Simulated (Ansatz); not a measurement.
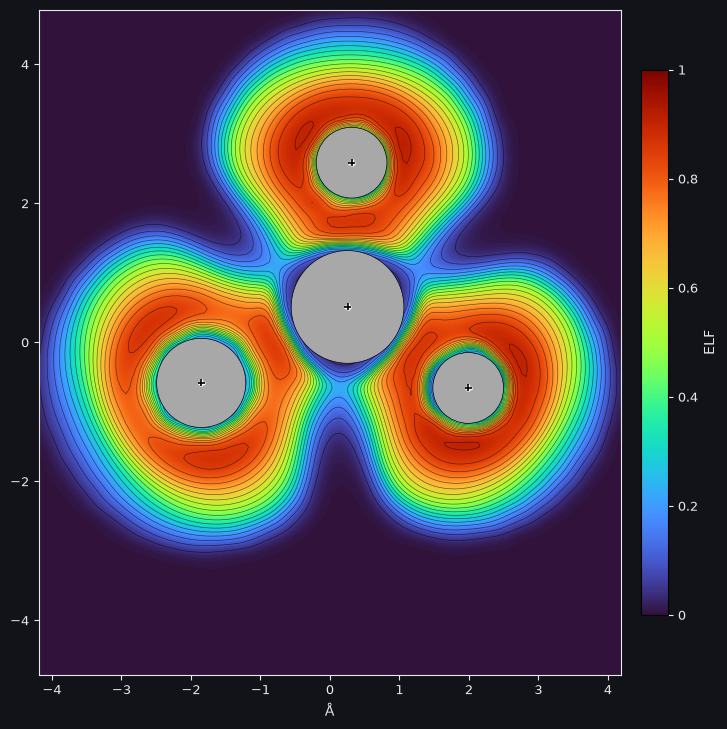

The electron localisation function on a plane through atoms (crosses mark nuclei in the plane; grey discs cover the cores).

Method: RKS PBE-D4/def2-SVP in Ansatz 0.2.0.

Candidates:
A. BH₄NSSi
B. AlBrCl₂···HCl

**Which system is this?**

Candidate B: AlBrCl₂···HCl on the plane of atoms Br2, Al1 and Cl3, which holds Al, Br and Cl. Al–Cl (2.09 Å): the ELF peaks at about 0.85 in the valence shell of Cl, 0.9 Å from its nucleus, and is about 0.80 at the midpoint. Al–Br (2.37 Å): the ELF peaks at about 0.85 in the valence shell of Br, 1.2 Å from its nucleus, and is about 0.85 at the midpoint.
